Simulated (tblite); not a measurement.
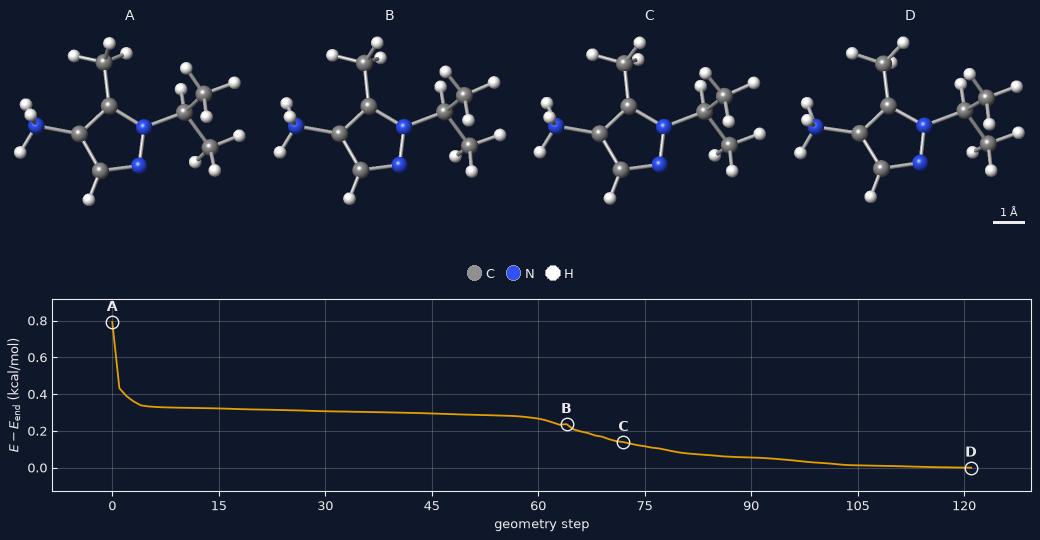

Frames of a relaxation of C₇H₁₄N₃ (charge +1), marked on the history of the run. A ball-and-stick model, seen face on.

Level of theory: GFN2-xTB geometry optimisation, gas phase (tblite 0.8.0). 

**Describe the path.**

The largest move after the best rigid fit is that of an H atom, 0.77 Å. Largest moves by element: H 0.77 Å, N 0.25 Å, C 0.22 Å. Some distances before and after: C–N 1.456 → 1.466 Å, C–C 1.402 → 1.392 Å, C–C 1.533 → 1.524 Å, C–H 1.093 → 1.085 Å. Groups turn about C–C by about 35°. After 121 geometry steps the energy has fallen by 0.79 kcal/mol. The run took 0.81 s on 1 thread of Arm Neoverse V2, with other jobs on the host. From step 0 to 64: an H atom moves most (0.38 Å), energy −0.56 kcal/mol. From step 64 to 72: an H atom moves most (0.13 Å), energy −0.10 kcal/mol. From step 72 to 121: an H atom moves most (0.28 Å), energy −0.14 kcal/mol.

```csv
step,"E − E(0), kcal/mol"
0,0.00
1,-0.36
2,-0.40
3,-0.43
4,-0.45
5,-0.46
6,-0.46
7,-0.46
8,-0.46
9,-0.47
10,-0.47
16,-0.47
22,-0.48
28,-0.48
33,-0.49
39,-0.49
45,-0.50
51,-0.50
57,-0.51
63,-0.56
68,-0.62
74,-0.67
80,-0.71
86,-0.73
92,-0.74
98,-0.76
103,-0.78
109,-0.78
115,-0.79
121,-0.79
```
